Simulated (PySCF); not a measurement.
**C2H6BN (SMILES [BH3-]C#[N+]C): levels of theory compared**

We compute a comparison of 4 runs (HF/3-21G, HF/def2-SVP, B3LYP/6-31G*, BP86/pcseg-1) of C2H6BN. Input form: a Python script.

The results are computed with PySCF 2.14.0.

## 1. The molecule

C2H6BN has 10 atoms, charge 0, and is taken as a singlet. As SMILES, `[BH3-]C#[N+]C`. The coordinates come from a PBE0-D4/def2-TZVP relaxation.

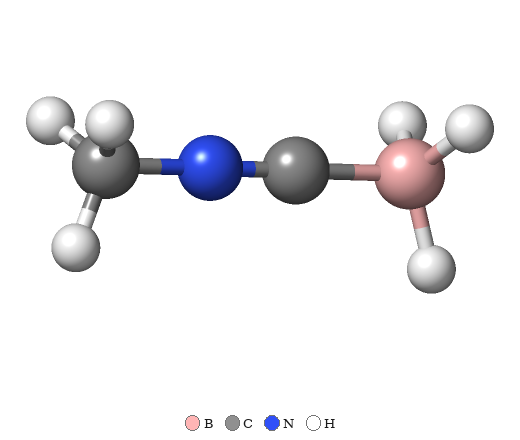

The structure, seen from a chosen angle (boron pink, carbon grey, nitrogen blue, hydrogen white).

## 2. Energy and forces at HF/3-21G (run 1)

Contents of input.py:

```python
import pyscf.grad
from pyscf import gto, scf

mol = gto.M(
    atom='''
B   -1.081490   1.190110  -1.304370
C   -0.280220   0.307620  -0.337860
N    0.322890  -0.356720   0.389990
C    1.058250  -1.164470   1.276290
H   -1.406670   0.471340  -2.224980
H   -2.032680   1.600560  -0.674520
H   -0.331540   2.078420  -1.648510
H    1.114260  -2.181710   0.886430
H    2.067550  -0.765500   1.386090
H    0.569650  -1.179670   2.251460
''',
    verbose=4,
    max_memory=1860,
    basis='3-21g',
    spin=0,
)

mf = scf.RHF(mol)
mf.conv_tol = 1e-10
mf.kernel()
if not mf.converged:
    mf = mf.newton().run(mf.mo_coeff, mf.mo_occ)

e_tot = mf.e_tot
print('E(%s) = %.9f' % ('HF', e_tot))
grad = mf.Gradients().kernel()
mf.analyze()
```

On the command line:

```console
$ OMP_NUM_THREADS=1 python input.py
```

Standard output:

```text
PySCF version 2.14.0

[... 81 lines left out ...]
Two-electron Energy =                  152.206106224364333
[... 6 lines left out ...]
MO #3   energy= -11.2766653007807  occ= 2
[... 4 lines left out ...]
MO #8   energy= -0.754205001670525 occ= 2
[... 4 lines left out ...]
MO #13  energy= -0.507867398531848 occ= 2
[... 4 lines left out ...]
MO #18  energy= 0.243706758525015  occ= 0
[... 4 lines left out ...]
MO #23  energy= 0.407432607351633  occ= 0
[... 4 lines left out ...]
MO #28  energy= 0.672776227490378  occ= 0
[... 4 lines left out ...]
MO #33  energy= 1.03638245291801   occ= 0
[... 4 lines left out ...]
MO #38  energy= 1.27120548060825   occ= 0
[... 4 lines left out ...]
MO #43  energy= 1.54524548142774   occ= 0
[... 4 lines left out ...]
MO #48  energy= 3.04076788156613   occ= 0
[... 22 lines left out ...]
pop of  2 N 3s            0.00378
pop of  2 N 2px           1.31906
pop of  2 N 2py           1.31250
pop of  2 N 2pz           1.30478
pop of  2 N 3px           0.00295
pop of  2 N 3py           0.00287
pop of  2 N 3pz           0.00277
pop of  3 C 1s            1.99972
pop of  3 C 2s            0.98965
pop of  3 C 3s            0.00121
pop of  3 C 2px           1.05916
pop of  3 C 2py           1.03963
pop of  3 C 2pz           1.01626
pop of  3 C 3px           0.00395
pop of  3 C 3py           0.00438
pop of  3 C 3pz           0.00490
pop of  4 H 1s            1.01332
pop of  4 H 2s            0.00195
pop of  5 H 1s            1.01333
pop of  5 H 2s            0.00195
pop of  6 H 1s            1.01334
pop of  6 H 2s            0.00195
pop of  7 H 1s            0.85832
pop of  7 H 2s            0.01206
pop of  8 H 1s            0.85832
pop of  8 H 2s            0.01206
pop of  9 H 1s            0.85832
pop of  9 H 2s            0.01206
 ** Mulliken atomic charges  **
charge of    0B =     -0.47125
charge of    1C =      0.35129
charge of    2N =     -0.10423
charge of    3C =     -0.11885
charge of    4H =     -0.01527
charge of    5H =     -0.01528
charge of    6H =     -0.01529
charge of    7H =      0.12962
charge of    8H =      0.12962
charge of    9H =      0.12962
Dipole moment(X, Y, Z, Debye):  3.68924, -4.05878,  4.44855
```

Run time: 3.3 s. Hardware: 1 thread of Intel Xeon at 2.50GHz (Skylake/Cascade Lake), shared host; peak memory 0.12 GiB.

## 3. Energy and forces at HF/def2-SVP (run 2)

Contents of job.py:

```python
from pyscf import gto, scf

molecule = gto.M(
    atom='''
B     -2.043720     2.248982    -2.464902
C     -0.529539     0.581318    -0.638463
N      0.610174    -0.674103     0.736974
C      1.999803    -2.200529     2.411839
H     -2.658221     0.890704    -4.204603
H     -3.841208     3.024620    -1.274658
H     -0.626520     3.927645    -3.115232
H      2.105646    -4.122834     1.675110
H      3.907103    -1.446585     2.619330
H      1.076482    -2.229253     4.254643
''',
    unit='bohr',
    max_memory=1860,
    spin=0,
    basis='def2-svp',
    verbose=4,
)

mf = scf.RHF(molecule)
mf.conv_tol = 1e-10
mf.kernel()
if not mf.converged:
    mf = mf.newton().run(mf.mo_coeff, mf.mo_occ)

etot = mf.e_tot
print('E = %.10f Eh' % etot)
grad = mf.nuc_grad_method().kernel()
mf.analyze()
```

On the command line:

```console
$ OMP_NUM_THREADS=1 python job.py
```

Standard output:

```text
PySCF version 2.14.0

[... 81 lines left out ...]
Two-electron Energy =                  152.583949579585919
[... 9 lines left out ...]
MO #6   energy= -1.06477933600586  occ= 2
[... 7 lines left out ...]
MO #14  energy= -0.413242072310882 occ= 2
[... 7 lines left out ...]
MO #22  energy= 0.289527663792621  occ= 0
[... 7 lines left out ...]
MO #30  energy= 0.54476093711544   occ= 0
[... 7 lines left out ...]
MO #38  energy= 0.838960783864142  occ= 0
[... 7 lines left out ...]
MO #46  energy= 1.26090032121986   occ= 0
[... 7 lines left out ...]
MO #54  energy= 1.69834418660381   occ= 0
[... 7 lines left out ...]
MO #62  energy= 1.98094834075169   occ= 0
[... 7 lines left out ...]
MO #70  energy= 2.4233925258846    occ= 0
[... 7 lines left out ...]
MO #78  energy= 2.93327072728925   occ= 0
[... 7 lines left out ...]
MO #86  energy= 4.11333229595879   occ= 0
[... 60 lines left out ...]
pop of  4 H 2px           0.00022
pop of  4 H 2py           0.00038
pop of  4 H 2pz           0.00113
pop of  5 H 1s            1.02112
pop of  5 H 2s            0.00198
pop of  5 H 2px           0.00114
pop of  5 H 2py           0.00031
pop of  5 H 2pz           0.00027
pop of  6 H 1s            1.02113
pop of  6 H 2s            0.00198
pop of  6 H 2px           0.00042
pop of  6 H 2py           0.00104
pop of  6 H 2pz           0.00026
pop of  7 H 1s            0.86498
pop of  7 H 2s            0.01122
pop of  7 H 2px           0.00009
pop of  7 H 2py           0.00188
pop of  7 H 2pz           0.00029
pop of  8 H 1s            0.86497
pop of  8 H 2s            0.01122
pop of  8 H 2px           0.00184
pop of  8 H 2py           0.00030
pop of  8 H 2pz           0.00012
pop of  9 H 1s            0.86498
pop of  9 H 2s            0.01122
pop of  9 H 2px           0.00042
pop of  9 H 2py           0.00009
pop of  9 H 2pz           0.00176
 ** Mulliken atomic charges  **
charge of    0B =     -0.45186
charge of    1C =      0.37982
charge of    2N =     -0.10905
charge of    3C =     -0.10906
charge of    4H =     -0.02482
charge of    5H =     -0.02482
charge of    6H =     -0.02483
charge of    7H =      0.12154
charge of    8H =      0.12154
charge of    9H =      0.12154
Dipole moment(X, Y, Z, Debye):  3.60622, -3.96793,  4.34870
```

Wall time 9.3 s (1 thread of Intel Xeon at 2.50GHz (Skylake/Cascade Lake), shared host); peak memory 0.17 GiB.

Run 3 isn't shown in full; the table further down has it.

## 4. Energy and forces at BP86/pcseg-1 (run 4)

Contents of job.py:

```python
import pyscf.grad
from pyscf import gto, dft

mol = gto.Mole()
mol.atom = '''
B   -1.081490   1.190110  -1.304370
C   -0.280220   0.307620  -0.337860
N    0.322890  -0.356720   0.389990
C    1.058250  -1.164470   1.276290
H   -1.406670   0.471340  -2.224980
H   -2.032680   1.600560  -0.674520
H   -0.331540   2.078420  -1.648510
H    1.114260  -2.181710   0.886430
H    2.067550  -0.765500   1.386090
H    0.569650  -1.179670   2.251460
'''
mol.max_memory = 1860
mol.basis = 'pcseg-1'
mol.verbose = 3
mol.build()

mf = dft.RKS(mol)
mf.xc = 'bp86'
mf.grids.level = 5
mf.conv_tol = 1e-10
mf.kernel()
if not mf.converged:
    mf = mf.newton().run(mf.mo_coeff, mf.mo_occ)

etot = mf.e_tot
print('Final energy', etot)
grad = mf.Gradients().kernel()
mf.analyze()
```

On the command line:

```console
$ OMP_NUM_THREADS=1 python job.py
```

Standard output:

```text
converged SCF energy = -159.351792791251
[... 15 lines left out ...]
MO #6   energy= -0.747278318345082 occ= 2
[... 7 lines left out ...]
MO #14  energy= -0.25383918249882  occ= 2
[... 7 lines left out ...]
MO #22  energy= 0.0971641710435338 occ= 0
[... 7 lines left out ...]
MO #30  energy= 0.325498173265792  occ= 0
[... 7 lines left out ...]
MO #38  energy= 0.613899423793045  occ= 0
[... 7 lines left out ...]
MO #46  energy= 0.992221715147201  occ= 0
[... 7 lines left out ...]
MO #54  energy= 1.45660119861354   occ= 0
[... 7 lines left out ...]
MO #62  energy= 1.79501300756156   occ= 0
[... 7 lines left out ...]
MO #70  energy= 2.18083102690346   occ= 0
[... 7 lines left out ...]
MO #78  energy= 2.85797257858929   occ= 0
[... 7 lines left out ...]
MO #86  energy= 3.5170317103024    occ= 0
[... 11 lines left out ...]
Dipole moment(X, Y, Z, Debye):  3.27689, -3.60521,  3.95164
```

Run time: 48 s. Hardware: 1 thread of Intel Xeon at 2.50GHz (Skylake/Cascade Lake), shared host; peak memory 0.87 GiB.

## 5. Overview of the runs

| run | level | integration grid | energy (Eh) | dipole moment (D) | HOMO energy (eV) | LUMO energy (eV) | wall time |
| --- | --- | --- | --- | --- | --- | --- | --- |
| 1 | HF/3-21G | – | -157.436717 | 7.06 | -11.11 | 4.23 | 3.3 s |
| 2 | HF/def2-SVP | – | -158.199058 | 6.90 | -11.24 | 3.95 | 9.3 s |
| 3 | B3LYP/6-31G* (spherical functions) | 5 | -159.388295 | 6.41 | -7.66 | -0.04 | 32 s |
| 4 | BP86/pcseg-1 | 5 | -159.351793 | 6.27 | -6.91 | -1.12 | 48 s |

## 6. What came out

```
                       quantity          value
            run 4: total energy  -159.35179 Eh
           run 4: dipole moment         6.27 D
             run 4: HOMO energy       -6.91 eV
             run 4: LUMO energy       -1.12 eV
           run 4: HOMO–LUMO gap        5.78 eV
run 4: largest force on an atom     2.345 eV/Å
```

In words: The dipole moment (its size) runs from 6.27 D (BP86/pcseg-1) to 7.06 D (HF/3-21G). The two ends differ in method and basis. The HOMO–LUMO gap runs from 5.78 eV (BP86/pcseg-1) to 15.34 eV (HF/3-21G). Totals of different functionals can't be ranked against each other. All runs together took 92 s, the longest 48 s.
